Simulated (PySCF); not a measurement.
# GaN (triplet): what the fields show

```xyz
2

Ga    0.0000    0.0000   -0.3402
N     0.0000    0.0000    1.6748
```

Method: PBE0/6-31G(d,p), non-relativistic, at a bond length of 2.015 Å (PySCF).

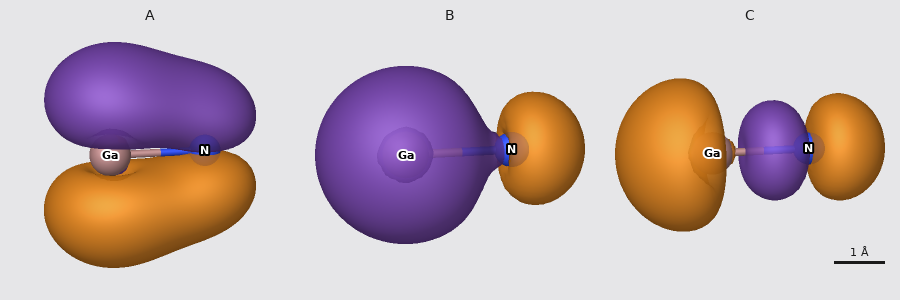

Figure 1. Three frontier β-spin orbitals, each drawn at the value that holds 80 % of its norm (orange and purple are the two phases), in no order; of a degenerate pair one member is drawn.

**Label each orbital by symmetry, say whether it is occupied, and order them by energy.**

Orbital B: σ, occupied in this spin, −9.71 eV; shared between the atoms (Ga 70 %, N 30 %).
Orbital C: σ, occupied in this spin, −5.86 eV; shared between the atoms (Ga 50 %, N 50 %).
Orbital A: π, empty in this spin, −2.93 eV; bonding, with no node between the atoms.

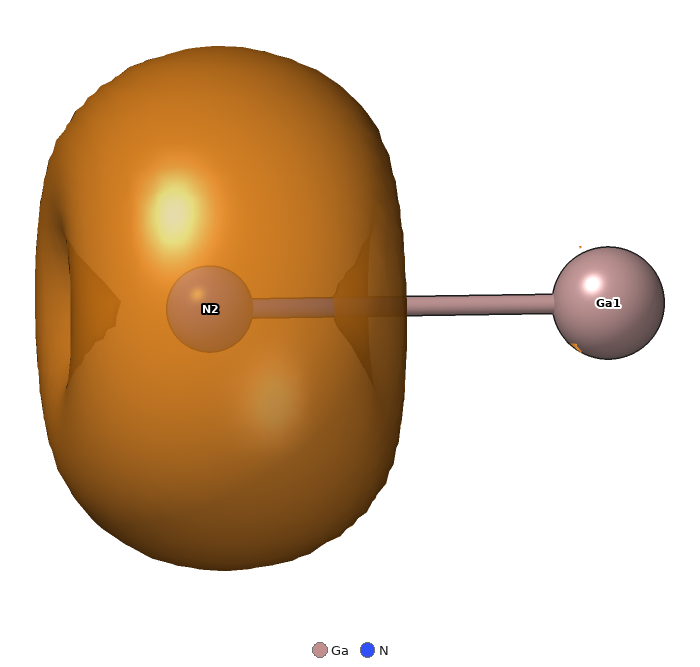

Figure 2. Isosurfaces of the spin density (α minus β) at +0.04 (orange) and −0.04 e/Å³ (purple), seen from one side.

**Which atoms carry the spin?**

The unpaired spin (2 electrons) lies mostly on N2 (about 1.8) and Ga1 (about 0.2), in electrons by Hirshfeld's partition. Only one sign reaches the isovalue.

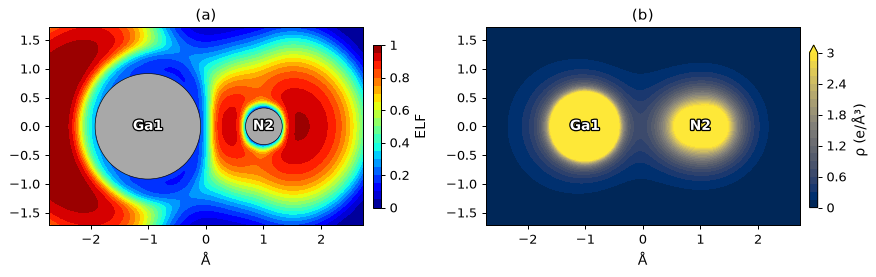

Figure 3. (a) electron localisation function; (b) electron density on a plane that holds the molecular axis. Grey discs cover the atomic cores in the ELF map.

**Describe what can be read from this map.**

- The section cuts through Ga and N sites.
- Ga–N (2.01 Å): ρ at the midpoint is about 0.68 e/Å³; the ELF peaks at about 0.90 in the valence shell of N, 0.6 Å from its nucleus, and is about 0.35 at the midpoint.
- The ELF also peaks beside N2, away from the bonds: non-bonding electrons, paired or unpaired.
